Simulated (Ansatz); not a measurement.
The calculation's input:

```
crystal:
  periodic: [false, false, false]
  atoms:
    - {symbol: C, position_ang: [-1.641418, -0.546670, -0.104247]}
    - {symbol: Sn, position_ang: [0.253690, 0.356030, -0.275905]}
    - {symbol: N, position_ang: [1.790992, -0.223977, 0.866952]}
    - {symbol: F, position_ang: [0.871706, 0.148210, -2.079614]}
    - {symbol: F, position_ang: [0.031005, 2.246048, -0.016848]}
    - {symbol: H, position_ang: [-2.012570, -0.414075, 0.910999]}
    - {symbol: H, position_ang: [-1.554754, -1.608071, -0.331871]}
    - {symbol: H, position_ang: [-2.315920, -0.067110, -0.811641]}
    - {symbol: H, position_ang: [2.608149, -0.426307, 0.302440]}
    - {symbol: H, position_ang: [2.052219, 0.484622, 1.542534]}
basis:
  gaussian: {orbitals: def2-TZVPP}
hamiltonian: {xc: pbe0, dispersion: d4}
output: {orbitals: {seedname: orbitals}}
```

Command:

```sh
ansatz run in.yaml --threads 4 --pin off --events-out ev --progress --plain --max-ram 10444MiB
```

Geometry: PBE0-D4/def2-TZVP; core potentials replace the inner electrons of Sn.

These are results of RKS PBE0-D4/def2-TZVPP (Ansatz), not measurements.

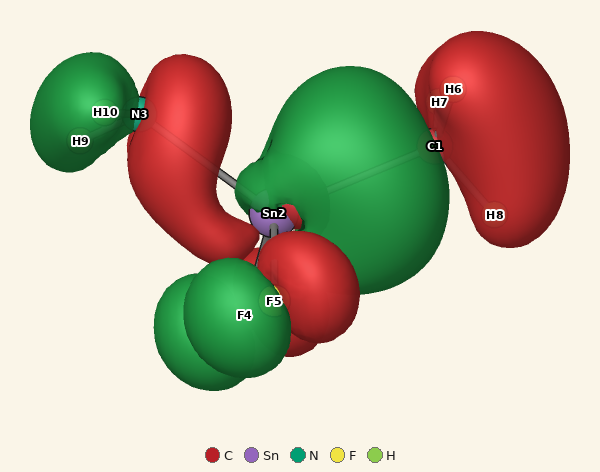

CH5F2NSn (SMILES [CH3][Sn]([NH2])([F])[F]). The HOMO−1 at ±0.08 Å⁻³ᐟ² (green and red are the two phases), seen across its widest extent.

Q: Describe this orbital and give its energy.

A: By Hirshfeld shares it lies mainly on C1 (about 35 %), Sn2 (about 20 %), F5 (about 10 %), F4 (about 10 %) and N3 (about 10 %). Its energy is −9.42 eV.
